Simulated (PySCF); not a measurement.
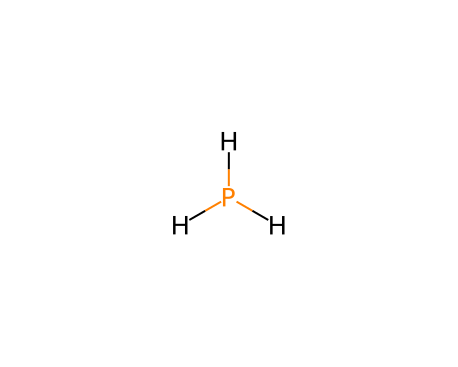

The drawing above gives the connectivity. Computed geometry: PBE0-D3(BJ)/def2-TZVP optimisation. No frequency run is at hand to confirm it as a minimum.

Describe the 3D structure.

The molecule is PH₃. As SMILES it reads `P`. The point group is C3v. Coordination: 1 P trigonal pyramidal.

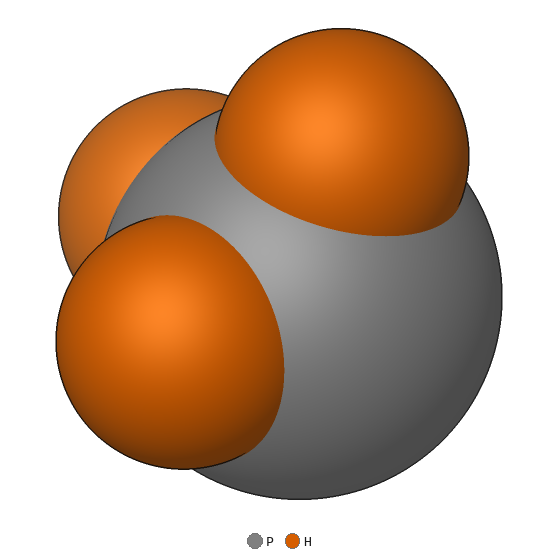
